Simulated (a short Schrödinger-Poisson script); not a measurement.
Structure: symmetric double-gate stack, SiO2 on p-type Ge(100), at 200 K.

```csv
layer,material,thickness (nm),Na (cm⁻³)
1,SiO2,1.9,-
2,Ge,8,4e15
3,SiO2,1.9,-
```

Constants are typed, rounded textbook-type inputs, not results; the design itself was drawn at random and stands for no fabricated device. SiO2: permittivity 3.9, conduction-band edge (eV) 3.1, gap (eV) 9, electron mass (mₑ) 0.5. Ge: permittivity 16, conduction-band edge (eV) 0, gap (eV) 0.664, Nv at 300 K (cm⁻³) 6e18.

Channel valleys (confinement mass, in-plane density-of-states mass, number): L4 0.12, 0.295, 4. At the gates, both at one voltage, the conduction-band edge of layer 1 lies 3.11 eV − eVg above the Fermi level of the channel. Gaps are held at their typed values at every temperature. Mesh 0.03 nm at interfaces.

Solved with a short Schrödinger-Poisson script written for these runs: 1D Poisson equation in equilibrium, electrons quantum, Hartree (BenDaniel-Duke, 12 states a valley, the channel's in-plane mass for all, wave functions free to enter the dielectric), parabolic valleys, classical holes, full ionisation, no traps, pinning or gate leakage.

Only gate voltages with over 1e8 electrons/cm² are shown.

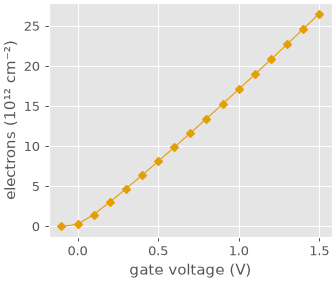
Sheet density against gate voltage

```
Vg (V)  electrons (cm⁻²)  C (μF/cm²)  L4 E0 (meV)  L4 E1 (meV)
------  ----------------  ----------  -----------  -----------
-0.1              1.72e9      0.0164        146.6        256.7
0                2.51e11        1.29         60.5        169.8
0.1              1.47e12        2.35         28.7        134.1
0.2              3.03e12        2.59         14.7        115.4
0.3              4.68e12        2.69          5.4        101.4
0.4              6.37e12        2.75         -1.7         89.6
0.5              8.10e12        2.80         -7.8         79.1
0.6              9.86e12        2.83        -13.1         69.6
0.7              1.16e13        2.87        -17.9         60.8
0.8              1.34e13        2.90        -22.3         52.7
0.9              1.53e13        2.93        -26.4         45.1
1                1.71e13        2.96        -30.1         38.1
1.1              1.90e13        2.99        -33.6         31.6
1.2              2.08e13        3.02        -36.8         25.6
1.3              2.27e13        3.04        -39.8         20.1
1.4              2.46e13        3.06        -42.5         15.0
1.5              2.65e13        3.08        -45.0         10.2
```

Subbands count from the Fermi level. The capacitance is that of both gates.

Only the L valleys are kept; under strong confinement the Δ valleys of Ge fill too.
